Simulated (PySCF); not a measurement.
# wB97M-V/def2-TZVPPD run of [HO2]− (hydroperoxide(1-))

What is the vertical ionisation energy of [HO2]− (hydroperoxide(1-)) at wB97M-V/def2-TZVPPD? Input form: a Python script.

The results are computed with PySCF 2.14.0.

4 further runs of the same task are left out: 4 set aside as unsound or not needed.

## 1. Starting point

[HO2]−: 3 atoms, total charge -1, spin state singlet. SMILES: `[O-]O`. The shape is that of a GFN2-xTB optimisation.

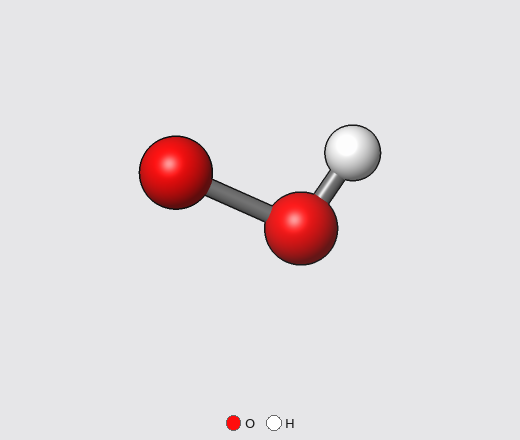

The structure, seen from a chosen angle (oxygen red, hydrogen white).

## 2. A single-point energy at wB97M-V/def2-TZVPPD

Input file calc.py:

```python
from pyscf import gto, dft

system = gto.Mole()
system.atom = '''
O       -0.355040       1.013280      -0.080710
O       -0.244450      -0.436620      -0.180910
H        0.599490      -0.576670       0.261620
'''
system.spin = 0
system.basis = 'def2-tzvppd'
system.max_memory = 1860
system.charge = -1
system.verbose = 3
system.build()

myscf = dft.RKS(system, xc='wb97m-v')
myscf.grids.level = 5
myscf.conv_tol = 1e-10
myscf.nlcgrids.level = 1
myscf.kernel()
if not myscf.converged:
    myscf = myscf.newton().run(myscf.mo_coeff, myscf.mo_occ)

e_tot = myscf.e_tot
print('E = %.10f Eh' % e_tot)
```

Command:

```console
$ OMP_NUM_THREADS=1 python calc.py
```

Log:

```text
converged SCF energy = -150.966292141386
E = -150.9662921414 Eh
```

Run time: 20 s. Hardware: 1 thread of Intel Xeon 6975P-C (Granite Rapids), shared host; peak memory 0.54 GiB.

## 3. Doublet neutral HO2 at the same level

Input file calc.py:

```python
from pyscf import gto, dft

mol = gto.M(
    atom='O -0.355040 1.013280 -0.080710; O -0.244450 -0.436620 -0.180910; H 0.599490 -0.576670 0.261620',
    spin=1,
    max_memory=1860,
    verbose=3,
    basis='def2-tzvppd',
)

ks = dft.UKS(mol)
ks.xc = 'wb97m-v'
ks.conv_tol = 1e-10
ks.nlcgrids.level = 1
ks.grids.level = 5
ks.kernel()
if not ks.converged:
    ks = ks.newton().run(ks.mo_coeff, ks.mo_occ)

e_tot = ks.e_tot
print('Final energy', e_tot)
```

Command:

```console
$ OMP_NUM_THREADS=1 python calc.py
```

Log:

```text
WARN: HOMO -0.312445365946157 >= LUMO -0.312445365946159

converged SCF energy = -150.921207025346  <S^2> = 0.75479294  2S+1 = 2.0047872
Final energy -150.92120702534598
```

Wall time 33 s (1 thread of Intel Xeon 6975P-C (Granite Rapids), shared host); peak memory 0.54 GiB.

## 4. What came out

At wB97M-V/def2-TZVPPD:

```
                                                             quantity          value
                                         singlet [HO2]−: total energy  -150.96629 Eh
                                          singlet [HO2]−: HOMO energy       -1.09 eV
                                          singlet [HO2]−: LUMO energy        5.50 eV
singlet [HO2]−: HOMO–LUMO gap (to an unbound level, set by the basis)        6.59 eV
                                    doublet neutral HO2: total energy  -150.92121 Eh
                                   doublet neutral HO2: dipole moment         1.98 D
              doublet neutral HO2: HOMO energy (highest over α and β)      -11.37 eV
               doublet neutral HO2: LUMO energy (lowest over α and β)       -1.55 eV
                                            doublet neutral HO2: ⟨S²⟩          0.755
                  vertical detachment energy (to the doublet neutral)       1.227 eV
```

**Reading.** Removing an electron at fixed nuclei costs 1.23 eV (118 kJ/mol). The negative HOMO energy of the first species, 1.09 eV, lies 0.14 eV below that difference.
